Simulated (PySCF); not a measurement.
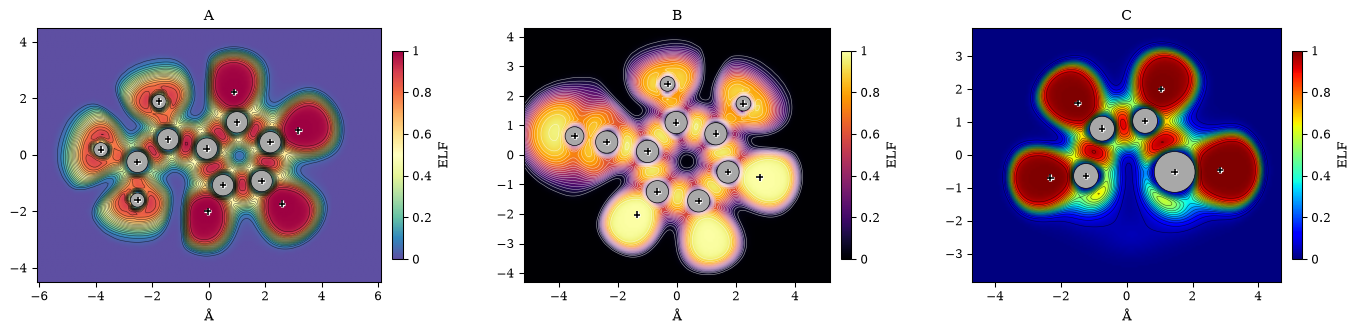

The ELF of 3 systems, each on a plane through atoms (crosses mark nuclei in the plane; grey discs cover the cores).

Computed with PySCF 2.14.0, PBE0/pcSseg-1, SCF density, gas phase, non-relativistic.

System 1: C7H3F2N (SMILES N#Cc1cccc(F)c1F), the plane of atoms C3, C9 and C7. Geometry: GFN2-xTB, MD frame at 250 fs, 400 K.

```csv
atom,x (Å),y (Å),z (Å)
N,3.3320,0.2875,0.3499
C,2.2078,0.2135,0.4370
C,0.8134,0.0415,0.2414
C,0.3193,-1.2749,0.3766
C,-1.0600,-1.4501,-0.0730
C,-1.9498,-0.3702,-0.0858
C,-1.4033,0.8746,-0.0730
F,-2.2048,1.9849,-0.2935
C,-0.0339,1.1119,0.0835
F,0.3883,2.3842,0.1293
H,0.9207,-2.1189,0.4043
H,-1.4640,-2.4470,-0.2479
H,-3.0081,-0.4456,-0.3233
```

System 2: C7H8P (charge +1), the plane of atoms P3, C4 and H12. Geometry: GFN2-xTB.

```yaml
atoms:
  - { symbol: C, position_ang: [-0.5791, -0.4360, -1.3904] }
  - { symbol: C, position_ang: [-0.5167, 0.8915, -1.3729] }
  - { symbol: P, position_ang: [0.1408, 1.4508, 0.2003] }
  - { symbol: C, position_ang: [-0.9268, 0.5564, 1.3314] }
  - { symbol: C, position_ang: [-0.9432, -0.7338, 1.0122] }
  - { symbol: C, position_ang: [-0.1182, -1.2094, -0.1692] }
  - { symbol: C, position_ang: [1.3262, -0.8282, 0.0979] }
  - { symbol: C, position_ang: [1.6268, 0.4503, 0.3026] }
  - { symbol: H, position_ang: [-0.9410, -1.0031, -2.2320] }
  - { symbol: H, position_ang: [-0.8104, 1.5583, -2.1650] }
  - { symbol: H, position_ang: [0.2734, 2.8062, 0.3875] }
  - { symbol: H, position_ang: [-1.4614, 1.0252, 2.1394] }
  - { symbol: H, position_ang: [-1.5144, -1.4717, 1.5507] }
  - { symbol: H, position_ang: [-0.2232, -2.2821, -0.3178] }
  - { symbol: H, position_ang: [2.0562, -1.6206, 0.1099] }
  - { symbol: H, position_ang: [2.6034, 0.8550, 0.5039] }
```

System 3: C7H4F3 (SMILES FC(F)=C(F)c1cc[cH-]c1) (charge −1), the molecular plane. Geometry: GFN2-xTB.

```tsv
atom	x (Å)	y (Å)	z (Å)
F	3.7928	-0.5111	-0.0987
C	2.4413	-0.7023	-0.0773
F	2.1906	-2.0325	-0.1125
C	1.5204	0.2805	-0.0273
F	2.0762	1.5398	-0.0003
C	0.1123	0.2071	0.0008
C	-0.6914	-0.9616	-0.0173
C	-2.0087	-0.5692	0.0256
C	-2.0567	0.8395	0.0708
C	-0.7682	1.3180	0.0557
H	-0.3213	-1.9720	-0.0579
H	-2.8692	-1.2237	0.0253
H	-2.9574	1.4358	0.1105
H	-0.4615	2.3512	0.0805
```

**Which map belongs to which system?**

Panel A is system 3, C7H4F3: the plane holds F, C and H. C–C (1.35 Å): the ELF peaks at about 0.90 between the atoms: a covalent bond. Panel B is system 1, C7H3F2N: the plane holds N, C, F and H. C–N (1.13 Å): the ELF peaks at about 0.85 between the atoms: a short, multiple covalent bond. Panel C is system 2, C7H8P: the plane holds P, C and H. C–C (1.33 Å): the ELF peaks at about 0.90 between the atoms; a multiple bond.
